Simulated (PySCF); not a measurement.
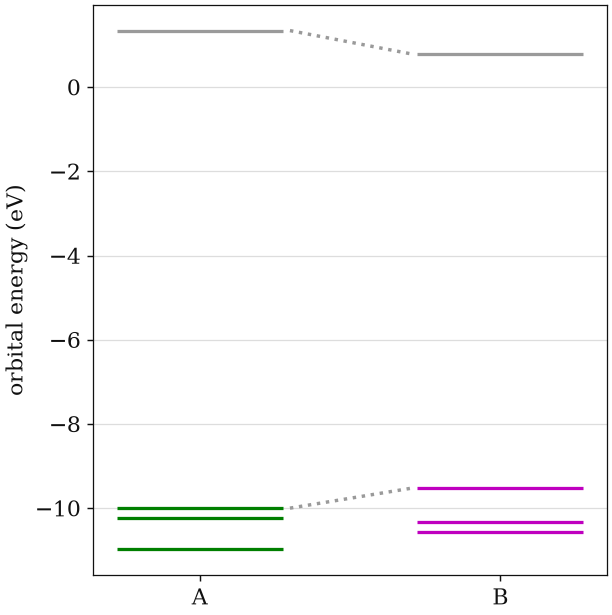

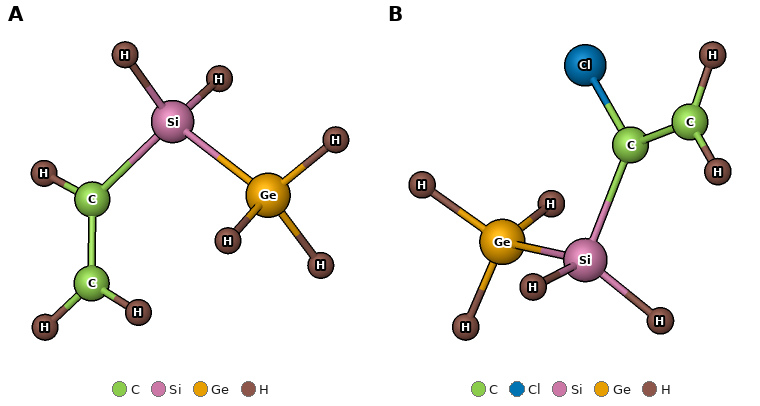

Related molecules: A is C₂H₈GeSi, SMILES C=C[SiH2][GeH3], singlet; B is C₂H₇ClGeSi, SMILES C=C(Cl)[SiH2][GeH3], singlet. Frontier orbital energies, ωB97X-D/def2-SVPD in PySCF 2.14.0, at a GFN2-xTB geometry (no frequency check); drawn are at most three filled levels and, in grey, the LUMO with any level within 0.03 eV of it; dotted lines join the HOMOs and the LUMOs.

**What does the change do to the frontier levels?**

From A to B the HOMO rises by 0.47 eV and the LUMO falls by 0.55 eV, so the separation goes from 11.34 to 10.33 eV.

Limits of at least one run: empty levels above zero depend strongly on the basis; one conformer of a flexible molecule; the tight-binding geometry is rougher than a DFT one and adds to the error.
